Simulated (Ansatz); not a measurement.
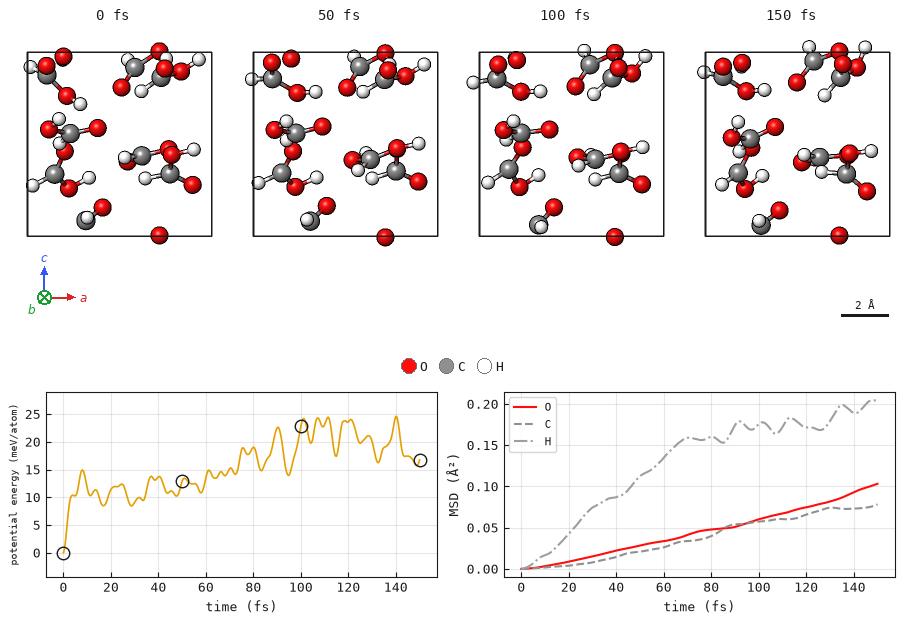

Molecular dynamics of a periodic cell with 8 HCOOH at 1.213 g/cm³, 150 fs long. Frames and the history of the run. The picture is a ball-and-stick view of the simulation cell, seen along the b axis.

All numbers below come from DFT PBE-D3(BJ), scalar-relativistic, plane waves, PAW (Ansatz). Run with plane-wave cutoff 420 eV; k-point mesh 1 × 1 × 1; Fermi-Dirac smearing 0.05 eV; Langevin thermostat (NVT); set temperature 250 K; time step 0.5 fs; friction 0.02 per fs.

> What happens in this trajectory?

Over the second half the temperature averages 240 K (spread ±27 K). The potential energy in the second half lies on average 19.8 meV per atom above the first frame. Root-mean-square distances from the starting positions over the second half, with the common drift of all atoms taken out: H 0.42 Å, O 0.26 Å, C 0.25 Å. The heavy atoms stay within a fraction of a molecule's size of their starting places; so short a run doesn't tell a liquid from a solid.

Limits of the set-up: the periodic images lie only 8.0 Å apart, so the values are limited by the cell's size.
